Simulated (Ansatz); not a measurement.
**CH3FO (SMILES OCF): PBE/aug-cc-pVDZ**

Aim: the electronic atomisation energy of CH3FO at PBE/aug-cc-pVDZ, from 5 runs. 

Program for the calculation: Ansatz 0.2.0.

42 further runs of the same task are left out: 42 set aside as unsound or not needed. Runs told in other sessions of the task aren't counted.

### Step 1. The system as given

The species is CH3FO (6 atoms), meant as a singlet with charge 0. As SMILES, `OCF`. The shape is that of a PBE0-D4/def2-TZVP optimisation. This is one conformer, not always the lowest.

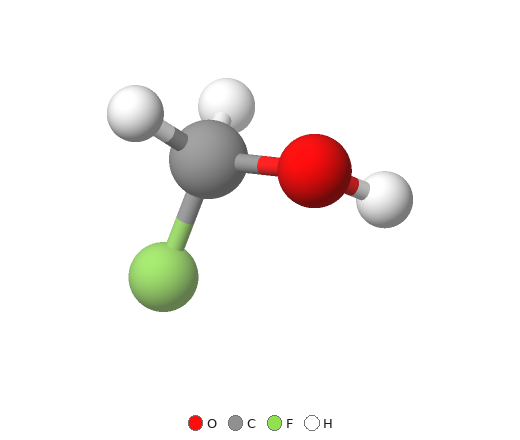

The structure, seen from a chosen angle (oxygen red, carbon grey, fluorine green, hydrogen white).

### Step 2. A single-point energy at PBE/aug-cc-pVDZ

The input, input.yaml:

```yaml
crystal:
  periodic: [false, false, false]
  atoms:
    - {symbol: O, position_ang: [-0.794000, -0.697200, -0.247400]}
    - {symbol: C, position_ang: [0.250200, 0.049000, 0.230800]}
    - {symbol: F, position_ang: [-0.094100, 1.383200, 0.323800]}
    - {symbol: H, position_ang: [-0.928700, -0.495100, -1.178000]}
    - {symbol: H, position_ang: [1.136800, 0.004900, -0.412500]}
    - {symbol: H, position_ang: [0.472100, -0.308800, 1.237300]}
basis:
  gaussian:
    orbitals: aug-cc-pVDZ
hamiltonian:
  xc: pbe
accuracy: high
output: {orbitals: {seedname: orbitals}}
```

Started as:

```bash
$ ansatz run input.yaml --threads 1 --pin off --max-ram 2610MiB --events-out events.jsonl --progress --plain --runs-dir runs
```

The log of the run:

```text
Warning: RAYON_NUM_THREADS=1 ignored (pool sized by the plan → 1); use --threads N
Functional definition: PBE
  name "PBE"
  parameter kappa = 0.804
  parameter beta = 0.06672455060314922
  exchange = pbe_x(kappa = kappa, mu = beta*pi^2/3)
  correlation = pbe_c(beta = beta)
1952 factors; integrals over basis functions are off by at most 3.1e-9 eV
mean field evaluation 1: about -5838.8657 eV, gradient 5.3e1 eV
mean field evaluation 2: about -5823.0386 eV, gradient 1.0e2 eV
mean field evaluation 4: about -5844.2730 eV, gradient 6.9e0 eV
mean field evaluation 8: about -5844.3531 eV, gradient 7.3e-1 eV
mean field evaluation 16: about -5844.3540 eV, gradient 7.8e-6 eV
mean field -5844.35402469 eV, -214.7760489619 hartree, gradient 2.6e-8 eV, S^2 0.000000; 0 other end points of the search recorded, 0 dependent functions left out
reference -5844.35402995 eV, -214.7760491550 hartree; 13, 13 occupied and 83, 83 virtual orbitals, 1952 factors
Total energy: -5844.35402995 eV, -214.7760491550 hartree
```

It took 4.8 s on 1 thread of Arm Neoverse V2, shared host; peak memory 0.23 GiB.

### Step 3. The C atom, same level

The input, input.yaml:

```yaml
crystal:
  periodic: [false, false, false]
  atoms:
    - {symbol: C, position_ang: [0.000000, 0.000000, 0.000000]}
basis:
  gaussian: {orbitals: aug-cc-pVDZ}
magnetization: {spin_polarized: true, initial_magnetization: 2}
hamiltonian: {xc: pbe}
accuracy: high
```

Started as:

```bash
$ ansatz run input.yaml --threads 1 --pin off --max-ram 2610MiB --events-out events.jsonl --progress --plain --runs-dir runs
```

The log of the run:

```text
Warning: RAYON_NUM_THREADS=1 ignored (pool sized by the plan → 1); use --threads N
Functional definition: PBE
  name "PBE"
  parameter kappa = 0.804
  parameter beta = 0.06672455060314922
  exchange = pbe_x(kappa = kappa, mu = beta*pi^2/3)
  correlation = pbe_c(beta = beta)
195 factors; integrals over basis functions are off by at most 2.5e-9 eV
mean field evaluation 1: about -1028.0592 eV, gradient 6.1e0 eV
mean field evaluation 2: about -1028.2023 eV, gradient 4.3e0 eV
mean field evaluation 4: about -1028.3490 eV, gradient 2.7e-1 eV
mean field evaluation 8: about -1028.3487 eV, gradient 3.2e-4 eV
mean field evaluation 16: about -1028.2340 eV, gradient 4.0e0 eV
mean field evaluation 32: about -1028.3487 eV, gradient 1.7e-8 eV
mean field -1028.34871946 eV, -37.7911184003 hartree, gradient 7.9e-10 eV, S^2 2.002776; 5 other end points of the search recorded, 0 dependent functions left out
reference -1028.34872301 eV, -37.7911185307 hartree; 4, 2 occupied and 19, 21 virtual orbitals, 195 factors
Total energy: -1028.34872301 eV, -37.7911185307 hartree
```

It took 0.89 s on 1 thread of Arm Neoverse V2, shared host.

### Step 4. The F atom at the same level

The input, molecule.yaml:

```yaml
basis:
  gaussian: {orbitals: aug-cc-pVDZ}
crystal:
  periodic: [false, false, false]
  atoms:
    - symbol: F
      position_ang: [0.000000, 0.000000, 0.000000]
total_charge: 0
magnetization: {spin_polarized: true, initial_magnetization: 1}
hamiltonian: {xc: pbe}
accuracy: high
```

Started as:

```bash
$ ansatz run molecule.yaml --threads 1 --pin off --max-ram 2610MiB --events-out events.jsonl --progress --plain --runs-dir runs
```

The log of the run:

```text
Warning: RAYON_NUM_THREADS=1 ignored (pool sized by the plan → 1); use --threads N
Functional definition: PBE
  name "PBE"
  parameter kappa = 0.804
  parameter beta = 0.06672455060314922
  exchange = pbe_x(kappa = kappa, mu = beta*pi^2/3)
  correlation = pbe_c(beta = beta)
199 factors; integrals over basis functions are off by at most 2.8e-9 eV
mean field evaluation 1: about -2711.2251 eV, gradient 5.7e0 eV
mean field evaluation 2: about -2711.2444 eV, gradient 5.0e0 eV
mean field evaluation 4: about -2711.3224 eV, gradient 8.9e-3 eV
mean field evaluation 8: about -2711.3222 eV, gradient 1.4e-4 eV
mean field evaluation 16: about -2711.3216 eV, gradient 1.6e-1 eV
mean field evaluation 32: about -2711.3222 eV, gradient 1.8e-8 eV
mean field -2711.32222361 eV, -99.6392539175 hartree, gradient 9.5e-9 eV, S^2 0.751260; 5 other end points of the search recorded, 0 dependent functions left out
reference -2711.32222591 eV, -99.6392540021 hartree; 5, 4 occupied and 18, 19 virtual orbitals, 199 factors
Total energy: -2711.32222591 eV, -99.6392540021 hartree
```

Run time: 0.89 s. Hardware: 1 thread of Arm Neoverse V2, shared host.

### Step 5. The H atom, same level

The input, job.yaml:

```yaml
crystal:
  periodic: [false, false, false]
  atoms:
    - symbol: H
      position_ang: [0.000000, 0.000000, 0.000000]
basis:
  gaussian:
    orbitals: aug-cc-pVDZ
magnetization:
  spin_polarized: true
  initial_magnetization: 1
hamiltonian:
  xc: pbe
accuracy: high
```

Run the same way, it converges to -0.49922 Eh (log not shown).

### Step 6. The O atom at the same level

The input, molecule.yaml:

```yaml
crystal:
  periodic: [false, false, false]
  atoms:
    - {symbol: O, position_ang: [0.000000, 0.000000, 0.000000]}
basis:
  gaussian: {orbitals: aug-cc-pVDZ}
hamiltonian: {xc: pbe}
accuracy: high
magnetization: {spin_polarized: true, initial_magnetization: 2}
```

Started as:

```bash
$ ansatz run molecule.yaml --threads 1 --pin off --max-ram 2610MiB --events-out events.jsonl --progress --plain --runs-dir runs
```

The log of the run:

```text
Warning: RAYON_NUM_THREADS=1 ignored (pool sized by the plan → 1); use --threads N
Functional definition: PBE
  name "PBE"
  parameter kappa = 0.804
  parameter beta = 0.06672455060314922
  exchange = pbe_x(kappa = kappa, mu = beta*pi^2/3)
  correlation = pbe_c(beta = beta)
200 factors; integrals over basis functions are off by at most 2.1e-9 eV
mean field evaluation 1: about -2040.3550 eV, gradient 8.1e0 eV
mean field evaluation 2: about -2040.3213 eV, gradient 8.5e0 eV
mean field evaluation 4: about -2040.6129 eV, gradient 1.0e-2 eV
mean field evaluation 8: about -2040.6127 eV, gradient 2.4e-4 eV
mean field evaluation 16: about -2040.6116 eV, gradient 1.6e-1 eV
mean field evaluation 32: about -2040.6127 eV, gradient 7.6e-4 eV
mean field -2040.61272944 eV, -74.9911346300 hartree, gradient 1.0e-8 eV, S^2 2.002977; 2 other end points of the search recorded, 0 dependent functions left out
reference -2040.61273199 eV, -74.9911347237 hartree; 5, 3 occupied and 18, 20 virtual orbitals, 200 factors
Total energy: -2040.61273199 eV, -74.9911347237 hartree
```

Run time: 0.5 s. Hardware: 1 thread of Arm Neoverse V2, shared host.

### Step 7. Summary of results

At PBE/aug-cc-pVDZ:

| quantity | value |
| --- | --- |
| molecule: total energy | -214.77605 Eh |
| molecule: HOMO energy | -7.46 eV |
| molecule: LUMO energy | -0.76 eV |
| molecule: HOMO–LUMO gap | 6.71 eV |
| C atom: total energy | -37.79112 Eh |
| C atom: ⟨S²⟩ | 2.003 |
| F atom: total energy | -99.63925 Eh |
| F atom: ⟨S²⟩ | 0.751 |
| H atom: total energy | -0.49922 Eh |
| H atom: ⟨S²⟩ | 0.750 |
| O atom: total energy | -74.99113 Eh |
| O atom: ⟨S²⟩ | 2.003 |
| electronic atomisation energy | 23.317 eV |

**Reading.** Taking the molecule apart into free atoms costs 23.32 eV (2250 kJ/mol), before zero-point energy and without spin-orbit coupling.
